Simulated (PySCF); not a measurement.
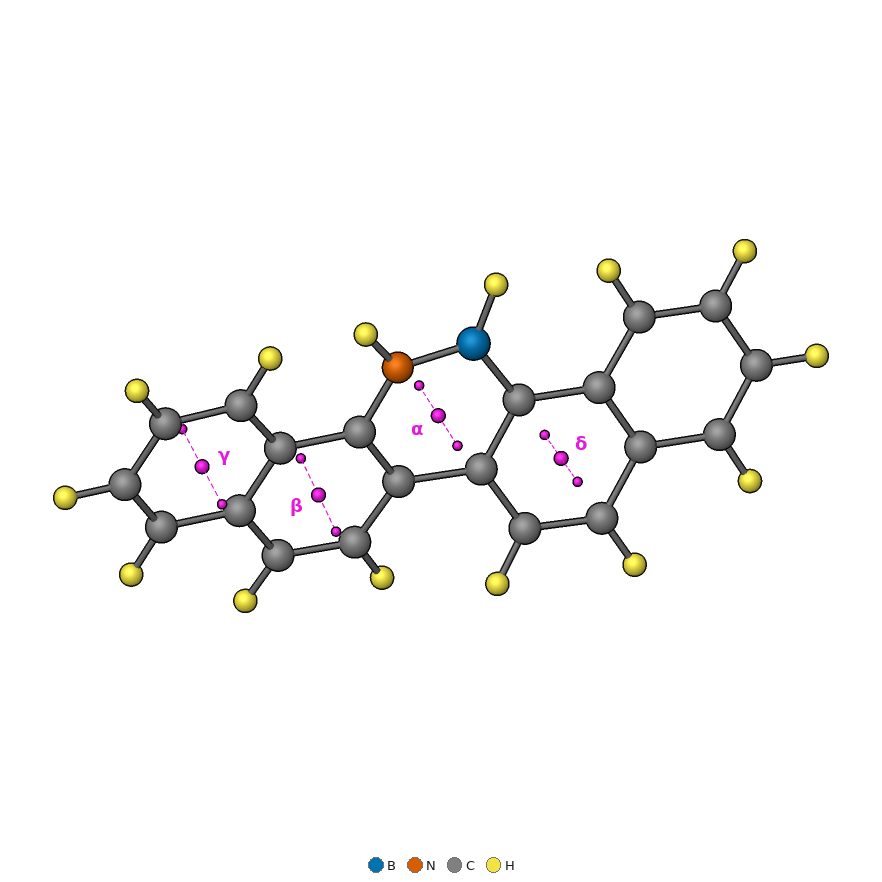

The small points mark where nucleus-independent chemical shifts (NICS) were computed: at the centre of each lettered ring and 1 Å above and below it. Computed geometry: GFN2-xTB optimisation. No frequency run is at hand to confirm it as a minimum. Level of theory: GIAO KT3/pcSseg-1 NMR shielding, non-relativistic, gas phase (PySCF 2.14.0).

Give NICS(0), NICS(1) and the out-of-plane component NICS(1)zz for each ring (means of the two sides).

| ring | members | NICS(0) | NICS(1) | NICS(1)zz |
| --- | --- | --- | --- | --- |
| α | C4BN | −2.9 | −5.8 | −11.4 |
| β | C6 | −7.7 | −10.0 | −22.7 |
| γ | C6 | −8.8 | −11.1 | −27.3 |
| δ | C6 | −6.5 | −9.8 | −23.1 |

Values in ppm.

What do the values say about the ring currents?

Answer. Ring β: diatropic, as in an aromatic ring. Ring γ: diatropic, as in an aromatic ring. Ring δ: diatropic, as in an aromatic ring. NICS is one index among several.

The geometry is semi-empirical. Around B such bond lengths and angles can be off by a tenth of an ångström or more and by several degrees, and values that hang on the shape move with them.
